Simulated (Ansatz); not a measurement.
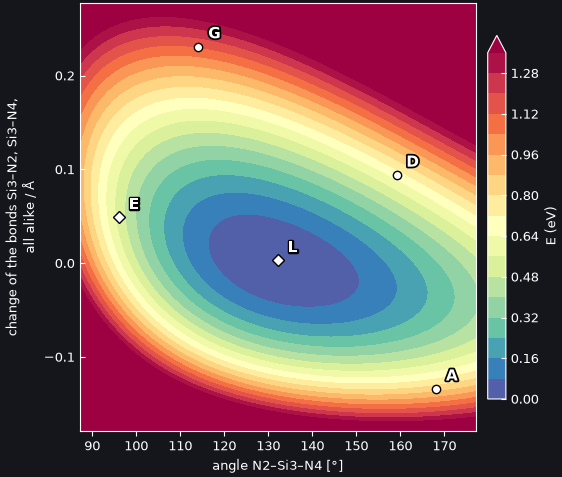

BH₄N₂Si, SMILES BN=[Si+]N, charge +1. 
- First axis: angle N2–Si3–N4. Second axis: change of the bonds Si3–N2, Si3–N4, all alike.
- Nothing is relaxed (all other coordinates rigid).
- The grid has 11 × 11 points.
- Points are written as (first, second).
- All energies are given in eV relative to the relaxed molecule at the same level.
- Computed with RKS PBE0-D4/def2-SVP (Ansatz).

Drawn: filled contours, one colour for all values above the top of the scale, lettered points. Between grid points the surface is interpolated.

> Is G the lowest point of the computed grid?

No. G lies 1.13 eV above the lowest grid point, which is at (132.1°, 0.003 Å).

> What kind of point is each of A, D, E, G, L: minimum, saddle, maximum or slope?

A: on a slope; D: on a slope; E: on a slope; G: on a slope; L: minimum. (In these two coordinates alone; a stationary point may lie a little off the grid point.)
